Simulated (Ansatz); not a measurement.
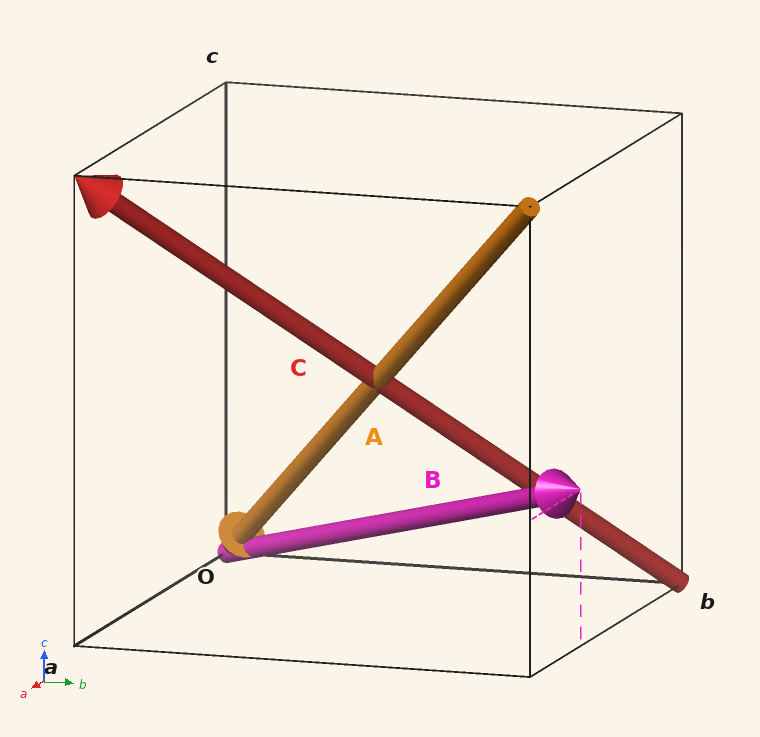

For Ge₄Se₃, the geometry relaxed with Ansatz 0.2.0, DFT PBE, scalar-relativistic, plane waves, PAW; the starting structure was generated, so it need not be a known form of this composition: each arrow starts at a corner of the unit cell and ends on its surface; where a tip isn't a corner, dashed lines run from it parallel to the axes. Geometry calculated from the standardised cell; symmetry tolerance 0.002 Å.

a = 5.552 Å, b = 5.552 Å, c = 5.552 Å, α = 90.00°, β = 90.00°, γ = 90.00°.

Q: Which lattice directions are drawn?

A: Arrow A runs from (1, 1, 1) to (0, 0, 0), so [−1 −1 −1]; Arrow B runs from (0, 0, 0) to (2/3, 1, 1/3), so [2 3 1]; Arrow C runs from (0, 1, 0) to (1, 0, 1), so [1 −1 1].

Q: How long is the vector ua + vb + wc in each case, and what angles do the directions make?

A: A 9.616 Å; B 20.773 Å; C 9.616 Å. A–B: 157.8°. A–C: 109.5°. B–C: 90.0°.

Q: In P-43m (No. 215), how many directions are equivalent to A (Laue class m-3m, both senses counted)?

A: 8.
